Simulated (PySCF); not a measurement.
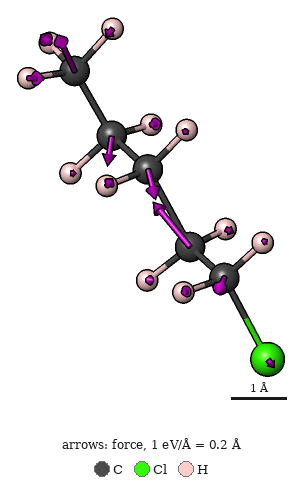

Starting geometry of C$_{5}$H$_{11}$Cl with the computed forces as purple arrows. A ball-and-stick model, seen from a free direction.

The start comes from MMFF94s. Its atoms were then displaced at random by about 0.03 Å.

All numbers below come from PySCF, PBE0-D3(BJ)/def2-SVP geometry optimisation, gas phase. 

Is this structure relaxed? If not, where do the atoms go?

Answer. It isn't relaxed: the largest force vector, on a C atom, is 5.94 eV/Å. The final displacements follow the starting forces only in part (cosine between the two patterns 0.69). The atom that moves furthest after the best rigid fit is a C atom (0.11 Å). Largest moves by element: C 0.11 Å, H 0.09 Å, Cl 0.04 Å. Some distances before and after: C–C 1.660 → 1.523 Å, C–C 1.422 → 1.519 Å, C–H 1.190 → 1.102 Å, C–H 1.051 → 1.101 Å. Bond angles that change, for instance: C–C–H 99.9° → 110.1°, C–C–H 116.7° → 108.9°, C–C–H 103.1° → 109.6°. The energy falls by 0.992 eV in 8 geometry steps. Cost: 68 s on 1 thread of Arm Neoverse V1, with other jobs on the host.
